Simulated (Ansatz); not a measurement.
Complex (SMILES): F (HF) with ClF (F-Cl), atoms 1 to 2 the first; geometry from B3LYP-D3(BJ)/def2-TZVP, monomers rigid:
```xyz
4

F      0.3477     0.0277    -0.4961
H     -0.5669     0.0474    -0.3400
F     -2.4822     0.0933    -0.3591
Cl    -3.1336     0.1260    -1.8747
```

Basis-set convergence of the counterpoise-corrected interaction energy at MP2 with Ansatz (a quantum-chemistry and plane-wave program). Cartesian d functions, on some or all atoms, in 6-31+G*, 6-311+G**; all else is spherical. Cores are frozen. No added dispersion term, no relativity. Functions are those of the species that has most. Reference: Hartree-Fock in aug-cc-pV(Q+d)Z plus the correlation part extrapolated as X^-3 from aug-cc-pV(T+d)Z and aug-cc-pV(Q+d)Z, -2.23 kcal/mol, itself unsure by roughly 0.05 kcal/mol (a third of the extrapolation step and of the last Hartree-Fock step). Deviations are taken from unrounded values.

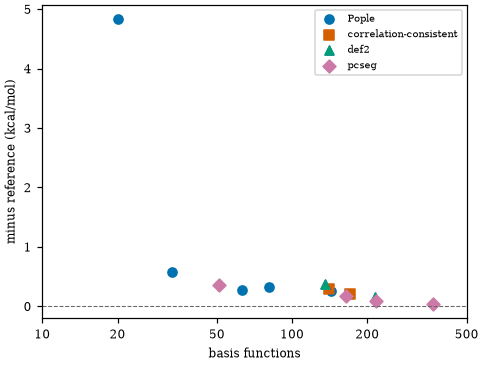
Figure: Deviation from the reference against the number of basis functions, by family of sets.

```tsv
basis	functions	counterpoise-corrected interaction energy (kcal/mol)	minus reference (kcal/mol)
STO-3G	20	2.61	4.84
3-21G	33	-1.65	0.58
pcseg-1	51	-1.87	0.36
6-31+G*	63	-1.95	0.28
6-311+G**	81	-1.90	0.32
def2-TZVPD	135	-1.85	0.38
jun-cc-pV(T+d)Z	140	-1.94	0.29
6-311++G(3df,3pd)	143	-1.97	0.25
aug-pcseg-2	165	-2.05	0.18
aug-cc-pV(T+d)Z	170	-2.02	0.21
def2-QZVPP	214	-2.07	0.16
pcseg-3	217	-2.14	0.09
pcseg-4	368	-2.19	0.04
```
